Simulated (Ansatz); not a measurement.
# H started at a bond centre in rocksalt KF, 65 atoms, charge +1, part 1 of 3

Wanted: geometry and frontier levels of the defect cell, compared across PBEsol, HSE06 and r²SCAN.

Program: Ansatz 0.2.0, PAW, plane waves. These are calculated values, not measurements.

## (1) The starting cell

65 atoms (32 F, 32 K, 1 H); a = 10.612 Å, b = 10.612 Å, c = 10.612 Å, α = 90.00°, β = 90.00°, γ = 90.00°. All atoms were shaken off their sites by about 0.02 Å along each axis. Defect site 1: (0.375, 0.500, 0.500).

Steps to follow: (2) PBEsol relaxation at the single k point (¼, ¼, ¼), on 1 × NVIDIA H100 80GB HBM3 with 4 threads of AMD EPYC 7R13; (3) HSE06 single point at the single k point (¼, ¼, ¼), on 1 × NVIDIA H100 80GB HBM3 with 4 threads of AMD EPYC 7R13; (4) r²SCAN single point at the single k point (¼, ¼, ¼), on 1 × NVIDIA H100 80GB HBM3 with 4 threads of AMD EPYC 7R13.

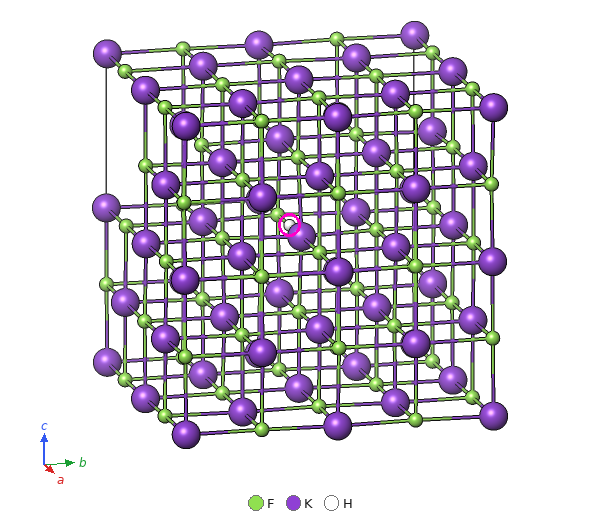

Start, viewed slightly off an axis; fluorine green, potassium purple, hydrogen white. Rings mark the defect. Atoms on faces are repeated.

## (2) Relaxation of the positions (PBEsol)

in.yaml reads:

```yaml
crystal:
  lattice:
    - [10.611928, 0.000000, 0.000000]
    - [0.000000, 10.611928, 0.000000]
    - [0.000000, 0.000000, 10.611928]
  atoms:
    - { symbol: F, position: [0.247453, 0.997963, 0.000669] }
    - { symbol: F, position: [0.248369, 0.001387, 0.499036] }
    - { symbol: F, position: [0.247748, 0.499023, 0.003491] }
    - { symbol: F, position: [0.228245, 0.498942, 0.500693] }
    - { symbol: F, position: [0.749306, 0.998925, 0.001194] }
    - { symbol: F, position: [0.749657, 0.003093, 0.501635] }
    - { symbol: F, position: [0.749065, 0.499765, 0.002298] }
    - { symbol: F, position: [0.749322, 0.501764, 0.500460] }
    - { symbol: F, position: [0.001180, 0.249438, 0.000746] }
    - { symbol: F, position: [0.000578, 0.249834, 0.496812] }
    - { symbol: F, position: [0.000799, 0.749989, 0.001805] }
    - { symbol: F, position: [0.000685, 0.750670, 0.500798] }
    - { symbol: F, position: [0.500333, 0.249853, 0.001675] }
    - { symbol: F, position: [0.501619, 0.248830, 0.503880] }
    - { symbol: F, position: [0.499118, 0.750547, 0.999343] }
    - { symbol: F, position: [0.499538, 0.750913, 0.500832] }
    - { symbol: F, position: [0.999054, 0.000964, 0.251542] }
    - { symbol: F, position: [0.996168, 0.997799, 0.750555] }
    - { symbol: F, position: [0.001436, 0.500330, 0.250621] }
    - { symbol: F, position: [0.999408, 0.499623, 0.751725] }
    - { symbol: F, position: [0.497861, 0.997263, 0.249140] }
    - { symbol: F, position: [0.499847, 0.000064, 0.753526] }
    - { symbol: F, position: [0.497425, 0.499480, 0.249052] }
    - { symbol: F, position: [0.499546, 0.495922, 0.751037] }
    - { symbol: F, position: [0.249217, 0.249511, 0.247126] }
    - { symbol: F, position: [0.248615, 0.246499, 0.746997] }
    - { symbol: F, position: [0.250206, 0.752096, 0.250870] }
    - { symbol: F, position: [0.247299, 0.750094, 0.751343] }
    - { symbol: F, position: [0.747186, 0.250652, 0.247978] }
    - { symbol: F, position: [0.749488, 0.251098, 0.751286] }
    - { symbol: F, position: [0.749780, 0.744878, 0.248590] }
    - { symbol: F, position: [0.748782, 0.753292, 0.748993] }
    - { symbol: K, position: [0.999974, 0.003647, 0.998980] }
    - { symbol: K, position: [0.999052, 0.000639, 0.499458] }
    - { symbol: K, position: [0.002588, 0.496014, 0.998275] }
    - { symbol: K, position: [0.997085, 0.501499, 0.495784] }
    - { symbol: K, position: [0.501279, 0.999013, 0.998889] }
    - { symbol: K, position: [0.501309, 0.001375, 0.500834] }
    - { symbol: K, position: [0.497129, 0.499474, 0.001437] }
    - { symbol: K, position: [0.520452, 0.502013, 0.499061] }
    - { symbol: K, position: [0.251356, 0.251125, 0.002964] }
    - { symbol: K, position: [0.250562, 0.250510, 0.499022] }
    - { symbol: K, position: [0.246010, 0.751083, 0.998327] }
    - { symbol: K, position: [0.248755, 0.748605, 0.499078] }
    - { symbol: K, position: [0.748713, 0.252189, 0.998627] }
    - { symbol: K, position: [0.749205, 0.248813, 0.503719] }
    - { symbol: K, position: [0.746905, 0.748978, 0.998631] }
    - { symbol: K, position: [0.751386, 0.749937, 0.503685] }
    - { symbol: K, position: [0.249988, 0.997828, 0.252084] }
    - { symbol: K, position: [0.252238, 0.996078, 0.746913] }
    - { symbol: K, position: [0.248655, 0.499479, 0.251171] }
    - { symbol: K, position: [0.251096, 0.500324, 0.751962] }
    - { symbol: K, position: [0.747263, 0.000958, 0.250249] }
    - { symbol: K, position: [0.749733, 0.001558, 0.750060] }
    - { symbol: K, position: [0.747977, 0.502362, 0.251159] }
    - { symbol: K, position: [0.748702, 0.501969, 0.748005] }
    - { symbol: K, position: [0.999266, 0.252046, 0.249803] }
    - { symbol: K, position: [0.997535, 0.252996, 0.751890] }
    - { symbol: K, position: [0.998540, 0.752057, 0.248481] }
    - { symbol: K, position: [0.000825, 0.751685, 0.751513] }
    - { symbol: K, position: [0.502519, 0.255705, 0.248380] }
    - { symbol: K, position: [0.500852, 0.249677, 0.749085] }
    - { symbol: K, position: [0.500450, 0.752080, 0.249068] }
    - { symbol: K, position: [0.499313, 0.750783, 0.750232] }
    - { symbol: H, position: [0.374816, 0.500095, 0.501435] }
  symmetry: { detect: false }
kpoints:
  mp_grid: { grid: [1, 1, 1], shift: [0.25, 0.25, 0.25] }
hamiltonian:
  xc: pbesol
total_charge: 1
scf:
  occupations: { method: fermi_dirac, width: 0.01 }
relax:
  f_tol: 0.03
  max_steps: 80
  escape_saddle: false
  adjacent_minimum: "off"
output:
  forces: true
  eigenvalues: true
  populations: true
  charged_corrections: { epsilon: 5.5 }
```

Started as:

```sh
$ ansatz run in.yaml --threads 4 --pin off --max-ram 42750MiB --runs-dir r --events-out ev --progress --plain --backend cuda --devices 0, --max-vram 37GiB
```

Output:

```text
Pseudopotentials: kind: paw
Functional definition: PBEsol
  exchange = pbesol_x
  correlation = pbesol_c
Crystal: 65 atoms, lattice volume = 1195.041 Å³
Basis set: ecut = 420 eV, 23439 PW (Γ), exchange–correlation on 144×144×144 points (8 copies of the dense FFT grid, shifted against one another)
Bands: 321, of which v1, the nominal top of the filled ones, is band 256 counted from 1 (255 counted from 0)
Symmetry: 1 space group operations
k-points: 1
Non-local potential: F, projectors of the file, l = 0: 2, l = 1: 2, l = 2: 1
Non-local potential: K, projectors of the file, l = 0: 3, l = 1: 2, l = 2: 2
Non-local potential: H, projectors of the file, l = 0: 2, l = 1: 1
PAW form: soft (Blöchl's): semilocal exchange-correlation on the pseudo side does not see the compensation charge
PAW frozen core: F, regenerated for the run's functional, and the local potential with it (the file was generated under x = pbe(κ = 0.804, μ = 0.2195149727645171), c = pbe(β = 0.06672455060314922))
PAW frozen core: K, regenerated for the run's functional, and the local potential with it (the file was generated under x = pbe(κ = 0.804, μ = 0.2195149727645171), c = pbe(β = 0.06672455060314922))
PAW one-centre angular grid: F, 110 points (default); XC on 64 Gauss nodes
PAW one-centre angular grid: K, 110 points (default); XC on 64 Gauss nodes
PAW one-centre angular grid: H, 110 points (default); XC on 64 Gauss nodes
Initial density: superposition of atomic densities (neutral atoms scaled as one to the charged cell's electrons: chi_scale 0, normalization atom), corrected by the library's trained network
Initial wavefunctions: pseudopotential atomic-orbital guess
Functional: x = pbesol(κ = 0.804, μ = 0.12345679012345678), c = pbesol(β = 0.046)
SCF iter   1: F=—  HF=-74227.627682 eV  |F-HF|=—  |Δ(HF+E_count)|=         —  Δρ=1.18e-2  dr2=3.22e0  ethr=1.77e-3  ⟨swp⟩=6.0  Hψ=1226  notcnv=0  defer=14
preconditioner: auto → Resta (q_TF=auto, 2.369 Å⁻¹)  ε∞=3.0  [insulator: Δε(μ)=3.945 eV  Ē_g=16.100 eV  σ=0.010 eV  W_gap=1.00  n_scr=256 (ndim 8)  ℏωp=22.7 eV  f_vac=0.115  D(μ)=0.00/eV (n_scr^D=0)  ε∞_Penn≈3.0]
SCF iter   2: F=—  HF=-74226.613324 eV  |F-HF|=—  |Δ(HF+E_count)|=    1.01e0  Δρ=5.52e-3  dr2=9.40e-1  ethr=6.28e-4  ⟨swp⟩=3.0  Hψ=608  notcnv=0  defer=58
SCF iter   3: F=—  HF=-74226.278981 eV  |F-HF|=—  |Δ(HF+E_count)|=   3.34e-1  Δρ=5.88e-3  dr2=3.49e-1  ethr=1.84e-4  ⟨swp⟩=4.0  Hψ=636  notcnv=0  defer=61
SCF iter   4: F=—  HF=-74226.192958 eV  |F-HF|=—  |Δ(HF+E_count)|=   8.60e-2  Δρ=1.74e-3  dr2=3.66e-2  ethr=6.82e-5  ⟨swp⟩=3.0  Hψ=602  notcnv=0  defer=61
SCF iter   5: F=—  HF=-74226.187367 eV  |F-HF|=—  |Δ(HF+E_count)|=   5.59e-3  Δρ=1.54e-3  dr2=2.12e-2  ethr=7.15e-6  ⟨swp⟩=3.0  Hψ=602  notcnv=0  defer=61
SCF iter   6: F=—  HF=-74226.183453 eV  |F-HF|=—  |Δ(HF+E_count)|=   3.91e-3  Δρ=2.88e-4  dr2=9.23e-4  ethr=4.14e-6  ⟨swp⟩=3.0  Hψ=492  notcnv=0  defer=61
SCF iter   7: F=—  HF=-74226.181684 eV  |F-HF|=—  |Δ(HF+E_count)|=   1.77e-3  Δρ=1.43e-4  dr2=2.09e-4  ethr=1.80e-7  ⟨swp⟩=7.0  Hψ=616  notcnv=0  defer=57
SCF iter   8: F=—  HF=-74226.183680 eV  |F-HF|=—  |Δ(HF+E_count)|=   2.00e-3  Δρ=7.80e-5  dr2=5.73e-5  ethr=4.08e-8  ⟨swp⟩=2.0  Hψ=505  notcnv=0  defer=57
SCF iter   9: F=-74226.183687 eV  HF=-74226.183684 eV  |F-HF|=2.27e-6  |Δ(HF+E_count)|=   4.26e-6  Δρ=1.69e-5  dr2=2.82e-6  ethr=4.39e-9  ⟨swp⟩=15.0  Hψ=1829  notcnv=0
SCF 1 converged in 9 iterations: F = -74226.183687 eV  dr2 = 2.82e-6
relax step   1: F+E_penalty+E_count = -74226.18368673 eV  Δ(F+E_penalty+E_count) = +0.000e0 eV  max|allowed force component| = 5.835e0 eV/Å  Δτ_max = 0.0000 Å  (9 SCF iters, dr2 threshold 2.25e-5 eV, accepted)
[... from here on, the SCF cycles and remarks between the steps are left out ...]
relax step   2: F+E_penalty+E_count = -74228.44993649 eV  Δ(F+E_penalty+E_count) = -2.266e0 eV  max|allowed force component| = 6.262e0 eV/Å  Δτ_max = 0.1948 Å  (7 SCF iters, dr2 threshold 1.00e-4 eV, accepted)
relax step   3: F+E_penalty+E_count = -74229.81218605 eV  Δ(F+E_penalty+E_count) = -1.362e0 eV  max|allowed force component| = 3.278e0 eV/Å  Δτ_max = 0.1925 Å  (6 SCF iters, dr2 threshold 1.00e-4 eV, accepted)
relax step   4: F+E_penalty+E_count = -74230.15188031 eV  Δ(F+E_penalty+E_count) = -3.397e-1 eV  max|allowed force component| = 1.616e0 eV/Å  Δτ_max = 0.1597 Å  (7 SCF iters, dr2 threshold 1.00e-4 eV, accepted)
relax step   5: F+E_penalty+E_count = -74230.21516086 eV  Δ(F+E_penalty+E_count) = -6.328e-2 eV  max|allowed force component| = 7.192e-1 eV/Å  Δτ_max = 0.1232 Å  (6 SCF iters, dr2 threshold 1.00e-4 eV, accepted)
relax step   6: F+E_penalty+E_count = -74230.24122197 eV  Δ(F+E_penalty+E_count) = -2.606e-2 eV  max|allowed force component| = 1.891e-1 eV/Å  Δτ_max = 0.1152 Å  (5 SCF iters, dr2 threshold 1.00e-4 eV, accepted)
relax step   7: F+E_penalty+E_count = -74230.28378707 eV  Δ(F+E_penalty+E_count) = -4.257e-2 eV  max|allowed force component| = 1.128e0 eV/Å  Δτ_max = 0.1976 Å  (7 SCF iters, dr2 threshold 2.47e-6 eV, accepted)
relax step   8: F+E_penalty+E_count = -74230.37543792 eV  Δ(F+E_penalty+E_count) = -9.165e-2 eV  max|allowed force component| = 1.238e0 eV/Å  Δτ_max = 0.1952 Å  (6 SCF iters, dr2 threshold 8.80e-5 eV, accepted)
relax step   9: F+E_penalty+E_count = -74230.51282346 eV  Δ(F+E_penalty+E_count) = -1.374e-1 eV  max|allowed force component| = 1.070e0 eV/Å  Δτ_max = 0.1963 Å  (6 SCF iters, dr2 threshold 1.00e-4 eV, accepted)
relax step  10: F+E_penalty+E_count = -74230.67162574 eV  Δ(F+E_penalty+E_count) = -1.588e-1 eV  max|allowed force component| = 1.096e0 eV/Å  Δτ_max = 0.2000 Å  (6 SCF iters, dr2 threshold 1.00e-4 eV, accepted)
relax step  11: F+E_penalty+E_count = -74230.97555146 eV  Δ(F+E_penalty+E_count) = -3.039e-1 eV  max|allowed force component| = 6.514e-1 eV/Å  Δτ_max = 0.1939 Å  (6 SCF iters, dr2 threshold 1.00e-4 eV, accepted)
relax step  12: F+E_penalty+E_count = -74231.11553184 eV  Δ(F+E_penalty+E_count) = -1.400e-1 eV  max|allowed force component| = 9.095e-1 eV/Å  Δτ_max = 0.1493 Å  (6 SCF iters, dr2 threshold 1.00e-4 eV, accepted)
relax step  13: F+E_penalty+E_count = -74231.35558063 eV  Δ(F+E_penalty+E_count) = -2.400e-1 eV  max|allowed force component| = 2.626e-1 eV/Å  Δτ_max = 0.2000 Å  (6 SCF iters, dr2 threshold 1.00e-4 eV, accepted)
relax step  14: F+E_penalty+E_count = -74231.35983513 eV  Δ(F+E_penalty+E_count) = -4.255e-3 eV  max|allowed force component| = 3.270e-1 eV/Å  Δτ_max = 0.0284 Å  (6 SCF iters, dr2 threshold 5.74e-6 eV, accepted)
relax step  15: F+E_penalty+E_count = -74231.37258375 eV  Δ(F+E_penalty+E_count) = -1.275e-2 eV  max|allowed force component| = 2.263e-2 eV/Å  Δτ_max = 0.0407 Å  (6 SCF iters, dr2 threshold 8.91e-6 eV, accepted)
relax step  16: F+E_penalty+E_count = -74231.37258495 eV  Δ(F+E_penalty+E_count) = -1.199e-6 eV  max|allowed force component| = 2.264e-2 eV/Å  Δτ_max = 0.0000 Å  (4 SCF iters, accepted)
SCF converged after 4 iterations
Free energy (F): -74231.372585 eV
Harris-Foulkes:  -74231.372585 eV  (|F-HF|=2.90e-8)
Internal energy: -74231.372585 eV  (E = F + TS)
E sigma→0 (E₀):  -74231.372585 eV
Fermi energy:    4.805277 eV
--- Per-component energies (eV) ---
  E_band       = -3940.767255
  E_kinetic    = 14768.491137
  E_local      = -35325.834931  (includes V_loc(G=0)·N_el)
  E_nonlocal   = 2792.301148
  E_hartree    = 12698.473290
  E_xc         = -6826.823355
  E_vxc        = -8533.892584  (∫ρ·V_xc dr)
  E_paw        = -30568.503212  (= ΣΔE_a)
  E_vpaw       = -3038.837635  (= ΣTr[D̂ρ^β])
  E_aug_tail   = 0.064110  (compensation charges beyond the density's cutoff)
  E_ewald      = -31774.351262
  E_core_change = 4.810489  (= ΣΔE_core)
  E_smearing   = -0.000000  (= −TS)
  E_closure    = 0.000000  (closes the sum)
  E_deformation_potential = 13.110342  (in the stress; not in F)
  Σ components = -74231.372585   (vs F -74231.372585, Δ=0.00e0)
--- Forces (eV/Å), atoms counted from 1 ---
  atom   1  F      0.00023445     0.00100818    -0.00025404
  atom   2  F      0.00022403    -0.00088011    -0.00007957
[... 1 atom left out ...]
  atom   4  F      0.00935162     0.00306370     0.00914640
[... 11 atoms left out ...]
  atom  16  F      0.00106636    -0.00148928    -0.00127994
[... 6 atoms left out ...]
  atom  23  F      0.00024246     0.00016780     0.00437804
  atom  24  F     -0.01222587    -0.00009605    -0.00951334
[... 14 atoms left out ...]
  atom  39  K      0.00305967     0.00015022     0.00594320
  atom  40  K     -0.02219149    -0.00224006     0.02029738
[... 1 atom left out ...]
  atom  42  K     -0.00134409    -0.00037655    -0.00171168
[... 1 atom left out ...]
  atom  44  K     -0.00014635     0.00201826    -0.00073004
[... 6 atoms left out ...]
  atom  51  K     -0.00266327    -0.00025686    -0.00489026
  atom  52  K      0.01863835    -0.00042223    -0.02263410
[... 9 atoms left out ...]
  atom  62  K      0.00290124    -0.00490451     0.00235131
[... 1 atom left out ...]
  atom  64  K      0.00185334     0.00453874     0.00124024
  atom  65  H      0.00159260     0.00262885     0.00307726
  max |Σ_I F_I| component: 1.18e-4 eV/Å
--- Charged-cell corrections in eV (Makov–Payne, q = +1.000 e, ε = 5.500) ---
  F (periodic)     = -74231.372585  (uncorrected; the corrections below are reported, never added to it)
  E_corr1          = +0.350001  (monopole, q²α_M/2εL)
  F Makov-Payne    = -74231.022584  (F + E_corr1; no measured alignment; for a localised charge, not one spread in a band: unchecked)
--- Band table (eV) ---
  k-point 0: bands = [... 244 lower levels ..., "1.4994", "1.5021", "1.5038", "1.5096", "1.5148", "1.5173", "1.5312", "1.5409", "1.5454", "1.5519", "1.5546", "1.5721", "8.0347", "8.8151", "9.0279", "9.1051", "9.6200", "9.7610", "9.8562", "9.9611", "9.9922", "10.0082", "10.1194", "10.2797", ... 53 higher levels ...]
--- Relaxed structure (16 steps of the walk, 16 accepted, 0 SCFs on fresh bases) ---
  F+E_penalty+E_count = -74231.37258495 eV   max|allowed force component| = 2.264e-2 eV/Å
  atoms:
    - { symbol: F, position: [0.2484041199026654, 1.0001948568800145, 0.0015616269939247927] }
    - { symbol: F, position: [0.25335784516825566, 0.00019022898758062746, 0.5022948814377559] }
[... 1 atom left out ...]
    - { symbol: F, position: [0.29754100787641885, 0.49982198453468407, 0.5462315524112771] }
[... 11 atoms left out ...]
    - { symbol: F, position: [0.5041144957929772, 0.7460778348770587, 0.49349676967853506] }
[... 6 atoms left out ...]
    - { symbol: F, position: [0.5020443396736781, 0.5002184322514164, 0.23432350724778356] }
    - { symbol: F, position: [0.45127251642996746, 0.5000191517092017, 0.6998096127682601] }
[... 15 atoms left out ...]
    - { symbol: K, position: [0.5336815826738535, 0.5003879798296363, 0.4641303990840277] }
[... 1 atom left out ...]
    - { symbol: K, position: [0.25473691731678616, 0.24362476132421892, 0.5036223337181416] }
[... 1 atom left out ...]
    - { symbol: K, position: [0.2546516591102411, 0.7566635490157467, 0.503573948610671] }
[... 6 atoms left out ...]
    - { symbol: K, position: [0.25271739570289686, 0.500214596759343, 0.24899232532626478] }
[... 13 atoms left out ...]
    - { symbol: H, position: [0.374366220342523, 0.4998268871277239, 0.6229596000907546] }
--- Löwdin populations: 65 sites ---
  site symbol       q [e]
     0      F      7.7712
     1      F      7.7711
[... 1 atom left out ...]
     3      F      7.5741
[... 11 atoms left out ...]
    15      F      7.7702
[... 6 atoms left out ...]
    22      F      7.7718
    23      F      7.5748
[... 15 atoms left out ...]
    39      K      8.1320
[... 1 atom left out ...]
    41      K      8.1419
[... 1 atom left out ...]
    43      K      8.1420
[... 6 atoms left out ...]
    50      K      8.1371
[... 13 atoms left out ...]
    64      H      0.5967
  spilling = 0.005070 (of n_electrons = 512.000000)
```

Run time: 18 s. Hardware: 1 × NVIDIA H100 80GB HBM3 with 4 threads of AMD EPYC 7R13, shared host; peak host memory 1.2 GiB.

Recorded steps of the relaxation:

```csv
accepted step,energy change (eV),largest force component (eV/Å),SCF cycles
1,0.000,5.835,9
2,-2.266,6.262,7
3,-3.628,3.278,6
4,-3.968,1.616,7
5,-4.031,0.719,6
6,-4.058,0.189,5
7,-4.100,1.128,7
8,-4.192,1.238,6
9,-4.329,1.070,6
10,-4.488,1.096,6
11,-4.792,0.651,6
12,-4.932,0.910,6
13,-5.172,0.263,6
14,-5.176,0.327,6
15,-5.189,0.023,6
16,-5.189,0.023,4
```

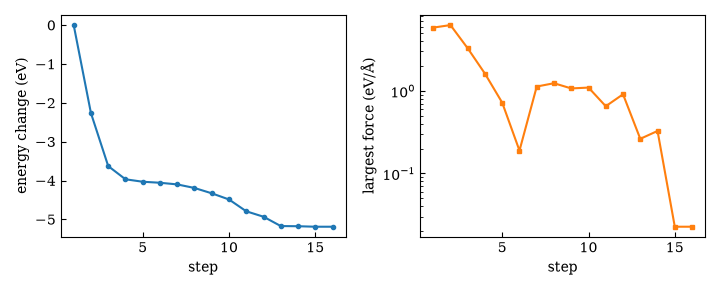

Energy and largest force component along the relaxation.

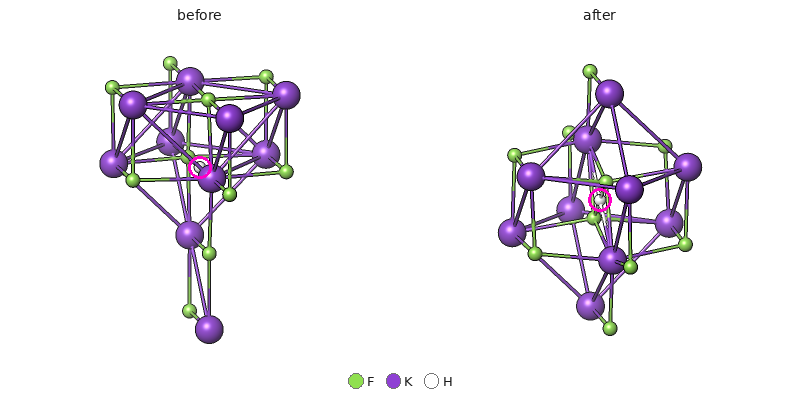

Close-up of the defect before (left) and after (right) the relaxation. The placed atom is ringed.

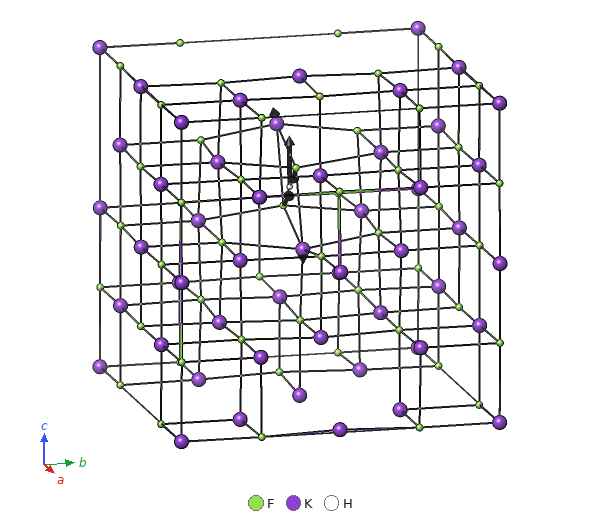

The relaxed cell; black arrows show the larger shifts of the atoms, drawn 1.3 times longer.

The shell about the placed atom H65 (Å):

```csv
atom,before (Å),after (Å),own shift (Å)
F4,1.555,1.152,0.880
F24,2.961,1.154,0.748
K40,1.546,2.387,0.397
K52,2.965,2.388,0.496
F14,2.987,3.251,0.129
F26,3.978,3.253,0.114
K42,2.959,3.257,0.098
F16,2.973,3.258,0.105
```

Spacing of the frontier levels at the single k point (¼, ¼, ¼): 6.46 eV (1.572 to 8.035 eV).

(Continued in part 2 of 3.)
